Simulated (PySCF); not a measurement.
Si(Me)3(Cl), C₃H₉ClSi, SMILES C[Si](C)(C)Cl at its PBE0/def2-SVP optimised geometry (Å):

```
14

C     -0.7752    -2.0517    -1.5477
Si    -0.2198    -1.1578     0.0000
C     -0.7766    -2.0510     1.5476
C     -0.7760     0.6292     0.0000
Cl     1.8765    -1.1578     0.0000
H     -1.8757    -2.0832    -1.6030
H     -0.4012    -1.5448    -2.4504
H     -0.4019    -3.0871    -1.5595
H     -0.4011    -1.5455     2.4505
H     -1.8771    -2.0795     1.6032
H     -0.4061    -3.0874     1.5590
H     -1.8765     0.6922     0.0013
H     -0.4037     1.1575    -0.8911
H     -0.4017     1.1578     0.8900
```

Method: PBE0/def2-TZVP in PySCF.

Map of the Laplacian of the electron density (e/bohr⁵) on the plane z = 1.0 Å:

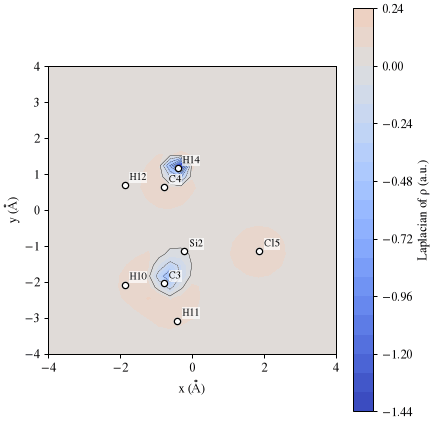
Laplacian of the electron density (e/bohr⁵) on the plane z = 1.0 Å.
